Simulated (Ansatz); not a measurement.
# H2O (singlet): one geometry, many settings at distance O1–H2 = 1.551 Å

Aim: run H2O (singlet) at one geometry under a spread of methods and options, and see what each costs and gives.

The runs use Ansatz 0.2.0, Gaussian basis; the settings change from run to run.

21 further runs of the same task are left out: 12 that didn't finish, 9 set aside as unsound or not needed.

## 1. The geometry

The geometry derives from a PBE0/def2-TZVP stationary point (not a proven minimum). One bond is set to the value named and the two fragments are kept rigid.

3 atoms, charge 0, spin multiplicity 1.

Atoms are counted from 1 here; the program's logs count them from 0.

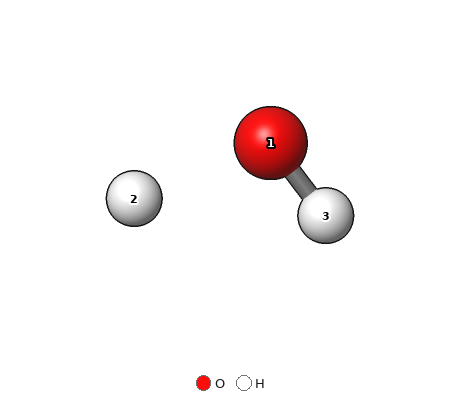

The geometry (oxygen red, hydrogen white); atoms are numbered from 1 in the order of the file.

## 2. CCSDT(Q)/6-31G

The input, in.yaml:

```yaml
crystal:
  periodic: [false, false, false]
  atoms:
    - {symbol: O, position_ang: [0.000000, -0.085450, 0.026264]}
    - {symbol: H, position_ang: [0.000000, 0.858098, -1.204718]}
    - {symbol: H, position_ang: [0.000000, 0.498278, 0.787814]}
basis:
  gaussian: {orbitals: 6-31G, point_charges: [{charge: 0.50, position_ang: [4.108, 0.432, 0.733]}]}
magnetization: {spin_polarized: true, initial_magnetization: 0}
hamiltonian: {xc: {name: PBE0}}
correlation: {method: ccsdt_q, electrons: outside_noble_gas}
scf: {lower_state_search: light}
output: {forces: true}
```

Command:

```sh
$ ansatz run in.yaml --threads 1 --pin off --events-out ev --progress --plain --max-ram 2393MiB
```

Log, cut to the lines that bear on the results:

```text
Functional definition: PBE0
  name "PBE0"
  cite "Adamo & Barone, J. Chem. Phys. 110, 6158 (1999) doi:10.1063/1.478522"
  cite "Perdew, Burke & Ernzerhof, Phys. Rev. Lett. 77, 3865 (1996) doi:10.1103/PhysRevLett.77.3865"
  parent pbe
[...]
221 factors; integrals over basis functions are off by at most 2.2e-8 eV
[...]
mean field -2073.51646660 eV, -76.2003246677 hartree, gradient 7.7e-7 eV, S^2 0.000000; 4 other end points of the search recorded, 0 dependent functions left out
1 core orbitals not correlated: weight in the atoms' cores, before any rotation towards them, 1.000 or more for the frozen orbitals, at most 0.000 for the correlated occupied ones
reference -2064.17730511 eV, -75.8571168133 hartree; 4, 4 occupied and 8, 8 virtual orbitals, 221 factors
second order -4.38672950 eV of doubles, -0.08659830 eV of singles
cycle   1  -4.35175043 eV  change    1.2e-1 eV  update   6.9e-2
[...]
cycle  16  -4.76478820 eV  change   -3.7e-7 eV  update   1.5e-7
perturbative correction -0.02564845 eV, -0.0009425633 hartree
[...]
Total energy: -2068.96774177 eV, -76.0331621133 hartree
Atom 0 at     0.000000    -0.085450     0.026264 Å, force     0.264768     0.909455    -4.547285 eV/Å
Atom 1 at     0.000000     0.858098    -1.204718 Å, force    -0.059411    -2.333231     3.621447 eV/Å
Atom 2 at     0.000000     0.498278     0.787814 Å, force    -0.191270     1.466375     0.945917 eV/Å
Dipole moment:    -0.004916     0.442034     0.079479 e Å
```

Run time: 6 s. Hardware: 1 thread of Arm Neoverse V2, shared host.

From the report: ⟨S²⟩ of the determinant 0.000 (pure singlet: 0.00); correlation -4.7904 eV; T1 0.008; largest double amplitude 0.23. The orbitals are Kohn-Sham ones, so correlation energy and T1 don't compare with those on Hartree-Fock orbitals.

## 3. CISD/STO-3G

The input, in.yaml:

```yaml
crystal:
  periodic: [false, false, false]
  atoms:
    - {symbol: O, position_ang: [0.000000, -0.085450, 0.026264]}
    - {symbol: H, position_ang: [0.000000, 0.858098, -1.204718]}
    - {symbol: H, position_ang: [0.000000, 0.498278, 0.787814]}
basis:
  gaussian: {orbitals: STO-3G}
correlation: {active_space: {ras: {orbitals: [4, 0, 2], electrons: 8, max_holes: 2, max_particles: 2}, fixed_orbitals: true}}
accuracy: high
output: {forces: true}
```

Launched as before.

Log, cut to the lines that bear on the results:

```text
Functional definition: HF
  name "HF"
  cite "Fock, Z. Phys. 61, 126 (1930) doi:10.1007/BF01340294"
  parent pbe
[...]
92 factors; integrals over basis functions are off by at most 3.6e-8 eV
[...]
mean field -2035.61915393 eV, -74.8076241146 hartree, gradient 1.0e-8 eV, S^2 0.000000; 0 other end points of the search recorded, 0 dependent functions left out
reference -2035.61915393 eV, -74.8076241146 hartree; 5, 5 occupied and 2, 2 virtual orbitals, 92 factors
state -2038.67634338 eV, -74.9199737549 hartree
[...]
Total energy: -2038.67634338 eV, -74.9199737549 hartree
Atom 0 at     0.000000    -0.085450     0.026264 Å, force     0.000000    -1.117647    -7.650274 eV/Å
Atom 1 at     0.000000     0.858098    -1.204718 Å, force    -0.000000    -2.627735     4.505896 eV/Å
Atom 2 at     0.000000     0.498278     0.787814 Å, force     0.000000     3.745382     3.144378 eV/Å
Dipole moment:     0.000000     0.226901     0.129224 e Å
```

Wall time 0.06 s (1 thread of Arm Neoverse V2, shared host).

From the report: 59 determinants.

## 4. CCSD on RHF/6-31++G**

The input, in.yaml:

```yaml
crystal:
  periodic: [false, false, false]
  atoms:
    - {symbol: O, position_ang: [0.000000, -0.085450, 0.026264]}
    - {symbol: H, position_ang: [0.000000, 0.858098, -1.204718]}
    - {symbol: H, position_ang: [0.000000, 0.498278, 0.787814]}
basis:
  gaussian: {orbitals: "6-31++G**"}
magnetization: {spin_polarized: false}
correlation: {method: ccsd, electrons: outside_noble_gas}
scf: {omitted_lower_state_checks: [cluster_reference]}
output: {forces: true}
```

The command is unchanged.

Log, cut to the lines that bear on the results:

```text
Functional definition: HF
  name "HF"
  cite "Fock, Z. Phys. 61, 126 (1930) doi:10.1007/BF01340294"
  parent pbe
[...]
280 factors; integrals over basis functions are off by at most 9.2e-4 eV
[...]
mean field -2065.17087403 eV, -75.8936297974 hartree, gradient 1.7e-6 eV, S^2 0.000000; 0 other end points of the search recorded, 0 dependent functions left out; unrestricted orbitals would lower it
1 core orbitals not correlated: weight in the atoms' cores, before any rotation towards them, 1.000 or more for the frozen orbitals, at most 0.000 for the correlated occupied ones
reference -2065.17087403 eV, -75.8936297974 hartree; 4, 4 occupied and 26, 26 virtual orbitals, 280 factors
second order -6.17029700 eV of doubles, -0.00000000 eV of singles
cycle   1  -6.11748494 eV  change    5.3e-2 eV  update   7.8e-2
[...]
cycle  11  -6.47197155 eV  change   -3.1e-6 eV  update   3.4e-6
[...]
Total energy: -2071.64284557 eV, -76.1314703649 hartree
Atom 0 at     0.000000    -0.085450     0.026264 Å, force     0.000000     1.971909    -4.460575 eV/Å
Atom 1 at     0.000000     0.858098    -1.204718 Å, force    -0.000000    -2.842421     4.330338 eV/Å
Atom 2 at     0.000000     0.498278     0.787814 Å, force     0.000000     0.870512     0.130237 eV/Å
Dipole moment:     0.000000     0.433839     0.010784 e Å
Checks for a lower state left out: cluster_reference
```

Run time: 0.33 s. Hardware: 1 thread of Arm Neoverse V2, shared host.

From the report: correlation -6.4720 eV; T1 0.020; largest double amplitude 0.11.

## 5. CCSD(T) on RHF/cc-pVTZ-DK

The input, in.yaml:

```yaml
crystal:
  periodic: [false, false, false]
  atoms:
    - {symbol: O, position_ang: [0.000000, -0.085450, 0.026264]}
    - {symbol: H, position_ang: [0.000000, 0.858098, -1.204718]}
    - {symbol: H, position_ang: [0.000000, 0.498278, 0.787814]}
basis:
  gaussian: {orbitals: cc-pVTZ-DK}
magnetization: {spin_polarized: false}
correlation: {method: ccsd_t, electrons: outside_noble_gas}
output: {forces: true}
```

The command is unchanged.

Log, cut to the lines that bear on the results:

```text
Functional definition: HF
  name "HF"
  cite "Fock, Z. Phys. 61, 126 (1930) doi:10.1007/BF01340294"
  parent pbe
[...]
335 factors; integrals over basis functions are off by at most 1.2e-3 eV
[...]
mean field -2067.27979411 eV, -75.9711311811 hartree, gradient 4.6e-6 eV, S^2 0.000000; 0 other end points of the search recorded, 0 dependent functions left out; unrestricted orbitals would lower it
1 core orbitals not correlated: weight in the atoms' cores, before any rotation towards them, 1.000 or more for the frozen orbitals, at most 0.000 for the correlated occupied ones
reference -2067.27979411 eV, -75.9711311811 hartree; 4, 4 occupied and 53, 53 virtual orbitals, 335 factors
second order -7.71955555 eV of doubles, -0.00000000 eV of singles
cycle   1  -7.58925230 eV  change    1.3e-1 eV  update   6.8e-2
[...]
cycle  11  -7.94794994 eV  change   -6.4e-6 eV  update   1.7e-6
perturbative correction -0.30695080 eV, -0.0112802339 hartree
[...]
Total energy: -2075.53469486 eV, -76.2744931880 hartree
Relativity: scalar
Atom 0 at     0.000000    -0.085450     0.026264 Å, force    -0.000000     1.901918    -4.186585 eV/Å
Atom 1 at     0.000000     0.858098    -1.204718 Å, force     0.000000    -2.734203     4.323695 eV/Å
Atom 2 at     0.000000     0.498278     0.787814 Å, force     0.000000     0.832285    -0.137110 eV/Å
Dipole moment:    -0.000000     0.372053     0.009744 e Å
```

Run time: 1.5 s. Hardware: 1 thread of Arm Neoverse V2, shared host.

From the report: correlation -8.2549 eV; T1 0.015; largest double amplitude 0.16.

## 6. CCSDT(Q)/B on UHF/cc-pVDZ

The input, in.yaml:

```yaml
crystal:
  periodic: [false, false, false]
  atoms:
    - {symbol: O, position_ang: [0.000000, -0.085450, 0.026264]}
    - {symbol: H, position_ang: [0.000000, 0.858098, -1.204718]}
    - {symbol: H, position_ang: [0.000000, 0.498278, 0.787814]}
basis:
  gaussian: {orbitals: cc-pVDZ}
magnetization: {spin_polarized: true, initial_magnetization: 0}
correlation: {method: ccsdt_q_b, electrons: all}
scf: {lower_state_search: full}
output: {forces: true}
```

Same command.

Log, cut to the lines that bear on the results:

```text
Functional definition: HF
  name "HF"
  cite "Fock, Z. Phys. 61, 126 (1930) doi:10.1007/BF01340294"
  parent pbe
[...]
380 factors; integrals over basis functions are off by at most 2.3e-7 eV
[...]
mean field -2065.65967814 eV, -75.9115930172 hartree, gradient 2.4e-6 eV, S^2 0.565724; 14 other end points of the search recorded, 0 dependent functions left out
determinant -2065.65967814 eV, -75.9115930172 hartree, with singles and doubles -2071.57943424 eV, -76.1291400413 hartree
determinant -2064.15652074 eV, -75.8563530017 hartree, with singles and doubles -2068.88735516 eV, -76.0302079599 hartree
determinant -2065.11122512 eV, -75.8914377407 hartree, with singles and doubles -2071.64142474 eV, -76.1314181503 hartree
reference -2065.65967814 eV, -75.9115930172 hartree; 5, 5 occupied and 19, 19 virtual orbitals, 380 factors
second order -4.81308249 eV of doubles, -0.00000000 eV of singles
cycle   1  -5.06476079 eV  change   -2.5e-1 eV  update   7.8e-2
[...]
cycle  20  -6.15281328 eV  change    1.7e-7 eV  update   7.1e-8
perturbative correction -0.02863990 eV, -0.0010524968 hartree
[...]
Total energy: -2071.84113132 eV, -76.1387572317 hartree
Atom 0 at     0.000000    -0.085450     0.026264 Å, force    -0.000000     1.398284    -4.319547 eV/Å
Atom 1 at     0.000000     0.858098    -1.204718 Å, force     0.000000    -2.537328     4.083715 eV/Å
Atom 2 at     0.000000     0.498278     0.787814 Å, force     0.000000     1.139043     0.235833 eV/Å
Dipole moment:     0.000000     0.359634     0.051941 e Å
```

It took 31 s on 1 thread of Arm Neoverse V2, shared host; peak memory 0.42 GiB.

From the report: ⟨S²⟩ of the determinant 0.566 (pure singlet: 0.00); correlation -6.1815 eV; T1 0.100; largest double amplitude 0.25. The determinant is far from a pure spin state, so its energy mixes those of several spin states (harmless only where they are near-degenerate, as at dissociation).

## 7. All runs side by side

```
                                                   level         correlated  functions  energy (eV)    time
CCSDT(Q)/6-31G (beside a point charge, on PBE0 orbitals)  outside noble gas         13   -2068.9677     6 s
                                             CISD/STO-3G  outside noble gas          7   -2038.6763  0.06 s
                                   CCSD on RHF/6-31++G**  outside noble gas         31   -2071.6428  0.33 s
                               CCSD(T) on RHF/cc-pVTZ-DK  outside noble gas         58   -2075.5347   1.5 s
                               CCSDT(Q)/B on UHF/cc-pVDZ                all         24   -2071.8411    31 s
```

## 8. What came out

```
quantity                            value
    runs                                5
quickest              CISD/STO-3G, 0.06 s
 slowest  CCSDT(Q)/B on UHF/cc-pVDZ, 31 s
```

In words: Total energies in different bases, with other cores or another treatment of relativity can't be set against each other. CCSDT(Q)/B on UHF/cc-pVDZ took 517 times as long as CISD/STO-3G; the jobs differ in more than the method.
